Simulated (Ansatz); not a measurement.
# [BH4]− (borohydride) at 6 levels

Wanted: a comparison of 6 runs (HF/6-31G, r2SCAN0/3-21G, wB97X/6-31G, UMP2/3-21G, CCSD(T)/3-21G, FCI/3-21G) of [BH4]− (borohydride). 

The results are computed with Ansatz 0.2.0.

5 further runs of the same task are left out: 4 that didn't finish, 1 set aside as unsound or not needed.

**1. Starting point**

[BH4]−: 5 atoms, total charge -1, spin state singlet. As SMILES, `[BH4-]`. The H2–B1 distance was set to 1.842 Å, away from the relaxed value. At this shape a bond of the SMILES string is far longer than usual.

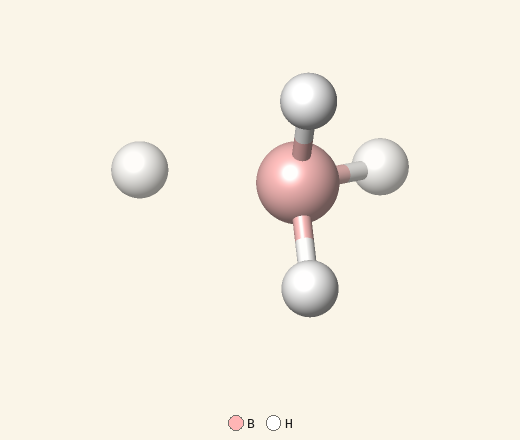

Viewed from a chosen angle; boron pink, hydrogen white.

**2. A single-point energy at HF/6-31G (run 1)**

in.yaml reads:

```yaml
crystal:
  periodic: [false, false, false]
  atoms:
    - symbol: B
      position_ang: [-0.341656, -0.498215, -0.109002]
    - symbol: H
      position_ang: [0.683660, 0.997010, 0.217690]
    - symbol: H
      position_ang: [0.384584, -1.486875, -0.175962]
    - symbol: H
      position_ang: [-0.942166, -0.358685, -1.172252]
    - symbol: H
      position_ang: [-1.151446, -0.646765, 0.803958]
basis:
  gaussian:
    orbitals: 6-31G
total_charge: -1
accuracy: high
hamiltonian:
  xc: hf
```

The run is started by

```sh
$ ansatz run in.yaml --threads 1 --pin off --max-ram 2610MiB --events-out events.jsonl --progress --plain --runs-dir runs
```

The program printed:

```text
Warning: RAYON_NUM_THREADS=1 ignored (pool sized by the plan → 1); use --threads N
Functional definition: HF
  name "HF"
  exchange = exact_x
  correlation = 0
413 factors; integrals over basis functions are off by at most 4.0e-9 eV
mean field evaluation 1: about -731.3326 eV, gradient 1.2e1 eV
mean field evaluation 2: about -731.3286 eV, gradient 1.2e1 eV
mean field evaluation 4: about -732.0709 eV, gradient 9.4e-1 eV
mean field evaluation 8: about -732.0752 eV, gradient 7.6e-7 eV
mean field -732.07516337 eV, -26.9032660353 hartree, gradient 2.3e-8 eV, S^2 0.000000; 0 other end points of the search recorded, 0 dependent functions left out
reference -732.07516337 eV, -26.9032660353 hartree; 5, 5 occupied and 12, 12 virtual orbitals, 413 factors
Total energy: -732.07516337 eV, -26.9032660353 hartree
```

Wall time 0.14 s (1 thread of Intel Xeon Platinum 8259CL at 2.50GHz (Skylake/Cascade Lake), shared host).

**3. The energy at r2SCAN0/3-21G (run 2)**

run.yaml reads:

```yaml
crystal:
  periodic: [false, false, false]
  atoms:
    - {symbol: B, position_ang: [-0.341656, -0.498215, -0.109002]}
    - {symbol: H, position_ang: [0.683660, 0.997010, 0.217690]}
    - {symbol: H, position_ang: [0.384584, -1.486875, -0.175962]}
    - {symbol: H, position_ang: [-0.942166, -0.358685, -1.172252]}
    - {symbol: H, position_ang: [-1.151446, -0.646765, 0.803958]}
basis:
  gaussian:
    orbitals: 3-21G.json
total_charge: -1
hamiltonian:
  xc: {name: r2SCAN0}
accuracy: high
```

The basis set 3-21G is read from a file made from the Basis Set Exchange's data (not shown).

The run is started by

```sh
$ ansatz run run.yaml --threads 1 --pin off --max-ram 2610MiB --events-out events.jsonl --progress --plain --runs-dir runs
```

The program printed:

```text
Warning: RAYON_NUM_THREADS=1 ignored (pool sized by the plan → 1); use --threads N
Functional definition: r2SCAN0
  name "r2SCAN0"
  parameter a = 0.25
  parameter k0 = 0.174
  parameter k1 = 0.065
  parameter a1 = 4.9479
  exchange = (1 - a)*r2scan_x(k0 = k0, k1 = k1, a1 = a1) + a*exact_x
  correlation = r2scan_c
338 factors; integrals over basis functions are off by at most 9.5e-9 eV
mean field evaluation 1: about -734.9722 eV, gradient 4.2e0 eV
mean field evaluation 2: about -735.0392 eV, gradient 2.7e0 eV
mean field evaluation 4: about -735.0723 eV, gradient 1.0e-1 eV
mean field evaluation 8: about -735.0485 eV, gradient 1.6e-3 eV
mean field evaluation 16: about -735.0485 eV, gradient 9.6e-9 eV
mean field -735.04848166 eV, -27.0125334672 hartree, gradient 9.6e-9 eV, S^2 0.000000; 0 other end points of the search recorded, 0 dependent functions left out
reference -735.04848197 eV, -27.0125334786 hartree; 5, 5 occupied and 12, 12 virtual orbitals, 338 factors
Total energy: -735.04848197 eV, -27.0125334786 hartree
```

Wall time 1.4 s (1 thread of Intel Xeon Platinum 8259CL at 2.50GHz (Skylake/Cascade Lake), shared host); peak memory 0.12 GiB.

Runs 3 to 5 aren't shown in full; the table further down has their settings and results.

**4. The energy at FCI/3-21G (run 6)**

input.yaml reads:

```yaml
crystal:
  periodic: [false, false, false]
  atoms:
    - {symbol: B, position_ang: [-0.341656, -0.498215, -0.109002]}
    - {symbol: H, position_ang: [0.683660, 0.997010, 0.217690]}
    - {symbol: H, position_ang: [0.384584, -1.486875, -0.175962]}
    - {symbol: H, position_ang: [-0.942166, -0.358685, -1.172252]}
    - {symbol: H, position_ang: [-1.151446, -0.646765, 0.803958]}
basis:
  gaussian: {orbitals: 3-21G.json}
total_charge: -1
correlation: {method: fci, frozen_orbitals: {B: 1, H: 0}}
accuracy: high
```

The basis set 3-21G is read from a file made from the Basis Set Exchange's data (not shown).

The run is started by

```sh
$ ansatz run input.yaml --threads 1 --pin off --max-ram 2610MiB --events-out events.jsonl --progress --plain --runs-dir runs
```

The program printed:

```text
Warning: RAYON_NUM_THREADS=1 ignored (pool sized by the plan → 1); use --threads N
[... 4 set-up lines as earlier in the session ...]
338 factors; integrals over basis functions are off by at most 9.5e-9 eV
mean field evaluation 1: about -727.5843 eV, gradient 1.2e1 eV
mean field evaluation 2: about -727.5754 eV, gradient 1.2e1 eV
mean field evaluation 4: about -728.2334 eV, gradient 8.3e-1 eV
mean field evaluation 8: about -728.2364 eV, gradient 5.6e-5 eV
mean field -728.23636995 eV, -26.7621929794 hartree, gradient 2.2e-8 eV, S^2 0.000000; 0 other end points of the search recorded, 0 dependent functions left out
1 core orbitals not correlated: weight in the atoms' cores, before any rotation towards them, 1.000 or more for the frozen orbitals, at most 0.000 for the correlated occupied ones
reference -728.23636995 eV, -26.7621929794 hartree; 4, 4 occupied and 12, 12 virtual orbitals, 338 factors
state -731.06592129 eV, -26.8661770731 hartree
Total energy: -731.06592129 eV, -26.8661770731 hartree
```

It took 13 s on 1 thread of Intel Xeon Platinum 8259CL at 2.50GHz (Skylake/Cascade Lake), shared host; peak memory 0.33 GiB.

**5. Overview of the runs**

| run | level | frozen core orbitals | energy (Eh) | wall time |
| --- | --- | --- | --- | --- |
| 1 | HF/6-31G | – | -26.903266 | 0.14 s |
| 2 | r2SCAN0/3-21G | – | -27.012533 | 1.4 s |
| 3 | wB97X/6-31G | – | -27.170909 | 4.2 s |
| 4 | UMP2/3-21G | 1 | -26.838889 | 0.14 s |
| 5 | CCSD(T)/3-21G | 1 | -26.865796 | 0.18 s |
| 6 | FCI/3-21G | 1 | -26.866177 | 13 s |

**6. What came out**

| quantity | value |
| --- | --- |
| run 6: total energy | -26.86618 Eh |
| run 6: correlation energy (1 core orbital frozen) | -104.0 mEh |

What this shows: Against full CI in this basis: UMP2 +27.3 mEh; CCSD(T) +0.4 mEh. Totals of different functionals can't be ranked against each other. All runs together took 19 s, the longest 13 s.
